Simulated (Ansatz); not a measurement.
Input

```
crystal:
  periodic: [false, false, false]
  atoms:
    - {symbol: C, position_ang: [-2.274171, 0.244505, -0.151612]}
    - {symbol: Br, position_ang: [1.175676, 0.122240, -0.665876]}
    - {symbol: Ge, position_ang: [-0.593614, 0.106220, 0.883147]}
    - {symbol: H, position_ang: [-2.292117, 1.184425, -0.719859]}
    - {symbol: H, position_ang: [-3.133915, 0.209382, 0.534269]}
    - {symbol: H, position_ang: [-2.323264, -0.605692, -0.849940]}
    - {symbol: H, position_ang: [-0.499701, -1.269706, 1.617627]}
basis:
  gaussian:
    orbitals: def2-TZVPD
magnetization:
  spin_polarized: true
  initial_magnetization: 1
hamiltonian:
  xc: pbe0
output:
  forces: true
  orbitals: {seedname: orbitals}
```

Run with:

```sh
ansatz run input.yaml --threads 2 --pin off --max-ram 4350MiB --events-out events.jsonl --progress --plain --runs-dir runs
```

Geometry: B3LYP-D3(BJ)/def2-SVP.

The calculation used isolated molecule in a Gaussian basis; Kohn-Sham density functional theory, functional PBE0 in Ansatz 0.2.0.

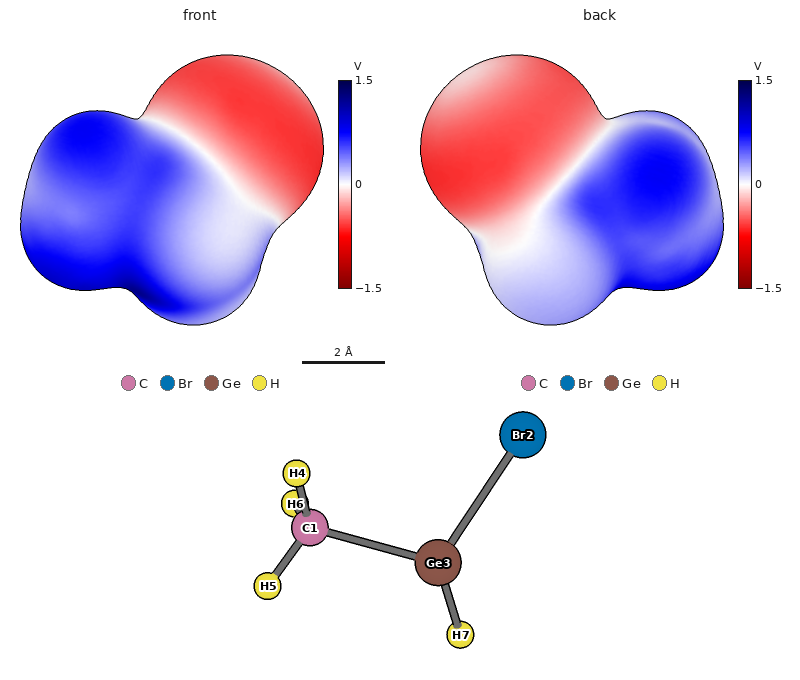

CH₄BrGe (SMILES [CH3][GeH][Br]) (doublet). The molecular electrostatic potential painted on the density surface at 0.001 e/bohr³, seen from the front and from behind; red is negative and blue positive. The bare structure is drawn below in the same view.

Where is the surface potential most negative and most positive?

The most negative region (about −0.6 V) lies over Br2, the most positive (about +1.1 V) over Ge3.
